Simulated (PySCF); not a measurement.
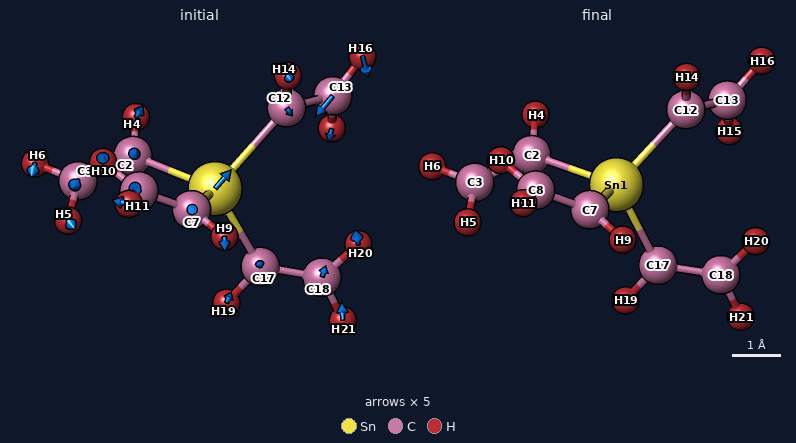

The structure of C₈H₁₂Sn before (left) and after (right) a relaxation, at one scale. The blue arrows give the displacements, 5 times their true length.

The picture is a ball-and-stick view, seen at a tilt.

The start comes from GFN2-xTB. Its atoms were then displaced at random by about 0.03 Å.

Computed with PySCF 2.14.0, density-fitted response routines, PBE0-D3(BJ)/def2-SVP geometry optimisation, gas phase. 

Question: What changed between the two?

Answer: The largest move after the best rigid fit is that of C8, 0.12 Å. By element the largest moves are C 0.12 Å, H 0.11 Å, Sn 0.11 Å. Among the contacts that change: Sn1–C12 2.261 → 2.142 Å, C8–H11 0.997 → 1.097 Å, C12–C13 1.428 → 1.337 Å, C2–H4 1.008 → 1.097 Å. Among the angles between lasting bonds that change: H15–C13–H16 125.2° → 115.7°, C12–C13–H15 115.8° → 122.3°, Sn1–C17–C18 128.1° → 123.5°. After 7 geometry steps the energy has fallen by 120.6 kJ/mol. Cost: 2.8 min on 1 thread of Arm Neoverse V2, with other jobs on the host.
